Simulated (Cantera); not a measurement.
Charge: 1 mol BF3, 17 mol N2, equilibrated at 0.133 bar.

Cantera equilibrium calculation (NASA polynomials, part measured and part estimated; ideal gas, pure solids and liquids). Candidate condensed phases: B, BN; 13 gas species. The tables' values for BF2 are old estimates; treat these amounts as uncertain. The numbers say what is thermodynamically allowed, not how fast it happens.

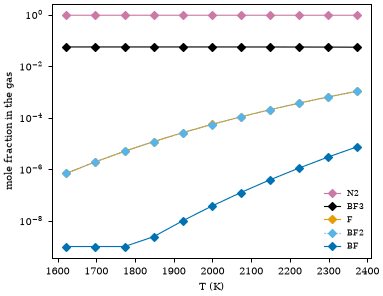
Equilibrium gas composition (values under 1e-9 drawn at 1e-9)

From 1623 K to 2373 K nothing is condensed. The main B-bearing gas is BF3 throughout.
